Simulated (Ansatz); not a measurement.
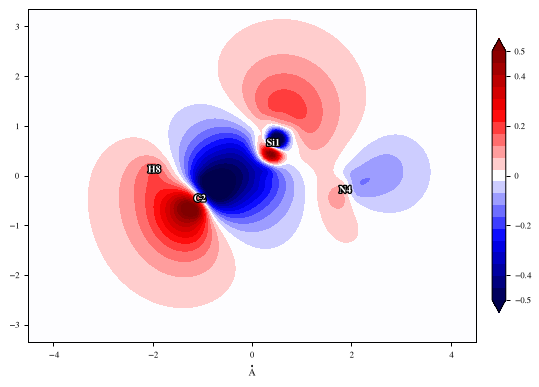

The picture shows: CH7NSi. The HOMO−1 on the plane of atoms Si1, C2 and H8 (values in Å⁻³ᐟ²; the overall sign is arbitrary).

The product side of a reaction path; geometry: PBE0-D4/def2-TZVP.

These are results of Ansatz 0.2.0, RKS PBE0-D4/def2-TZVPP, not measurements.

```
atom    x (Å)    y (Å)    z (Å)
  Si  -0.6695   0.0010   0.0552
   C   0.8273   0.9731   0.5938
   H  -1.3760  -0.4742   1.2863
   N  -0.1834  -1.2520  -1.0248
   H  -1.6329   0.8480  -0.7000
   H   1.5386   0.3326   1.1226
   H   1.3377   1.4114  -0.2663
   H   0.5389   1.7778   1.2750
   H   0.4946  -1.9348  -0.7248
   H  -0.8752  -1.6830  -1.6170
```

What is the character of this orbital?

Answer. By Hirshfeld shares it lies mainly on Si1 (about 30 %), C2 (about 30 %) and H5 (about 25 %). Its energy is −8.98 eV.
